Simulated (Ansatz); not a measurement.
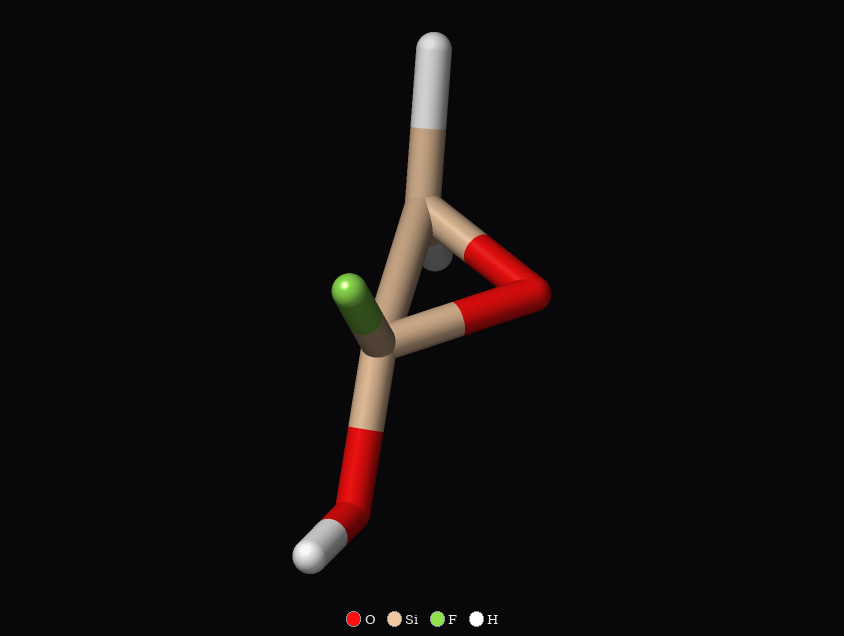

The picture shows the input geometry.

Input file:

```yaml
crystal:
  periodic: [false, false, false]
  atoms:
    - {symbol: O, position_ang: [-1.838931, 0.660683, 0.523093]}
    - {symbol: Si, position_ang: [-0.283100, 0.211823, 0.591335]}
    - {symbol: F, position_ang: [0.180267, 0.366376, 2.105392]}
    - {symbol: O, position_ang: [0.050745, -1.261347, -0.073700]}
    - {symbol: Si, position_ang: [1.048168, -0.271101, -1.064311]}
    - {symbol: H, position_ang: [-2.225520, 1.065825, 1.301999]}
    - {symbol: H, position_ang: [2.498955, -0.558888, -0.942784]}
    - {symbol: H, position_ang: [0.661516, -0.270571, -2.496722]}
basis:
  gaussian: {orbitals: "6-31G*"}
hamiltonian: {xc: {name: BLYP}, dispersion: d3bjatm}
md: {timestep: 0.5 fs, n_steps: 20, ensemble: nvt_langevin, temperature: 300, initial_velocities: maxwell_boltzmann, friction: 0.01, seed: 114}
```

It was started with:

```sh
ansatz run in.yaml --threads 2 --pin off --events-out ev --progress --plain --max-ram 4352MiB
```

Result (its end):

```
mean field -22615.79052725 eV, -831.1149723429 hartree, gradient 2.0e-5 eV, S^2 0.000000; 1 other end points of the search recorded, 0 dependent functions left out
the calculation of the forces begins
reference -22615.79085347 eV, -831.1149843312 hartree; 28, 28 occupied and 61, 61 virtual orbitals, 938 factors
md step    20: t =    10.00 fs  T =   225.1 K  F+E_penalty+E_count = -22616.15245398 eV  E_kin = 0.232722 eV  (29 SCF iters)
Total energy: -22616.15278020 eV, -831.1282848935 hartree
Atom 0 at    -1.874507     0.697766     0.491869 Å, force    -0.096481     0.060701     0.686889 eV/Å
Atom 1 at    -0.296625     0.219102     0.595273 Å, force     0.804703    -0.463738    -0.517285 eV/Å
Atom 2 at     0.209875     0.392663     2.124911 Å, force    -0.165599     0.017526     0.172470 eV/Å
Atom 3 at     0.118348    -1.298594    -0.076396 Å, force    -1.396571    -0.514104     1.270464 eV/Å
Atom 4 at     1.037716    -0.286294    -1.064241 Å, force     0.259733     0.634356    -1.329053 eV/Å
Atom 5 at    -2.135408     0.955335     1.408527 Å, force    -0.414600     0.079276    -0.279684 eV/Å
Atom 6 at     2.424210    -0.702072    -1.013881 Å, force     1.022923     0.056553     0.031088 eV/Å
Atom 7 at     0.620744    -0.290887    -2.503718 Å, force    -0.014109     0.129429    -0.034888 eV/Å
Dipole moment:    -0.043931     0.341297     0.110892 e Å
```

The run converged.
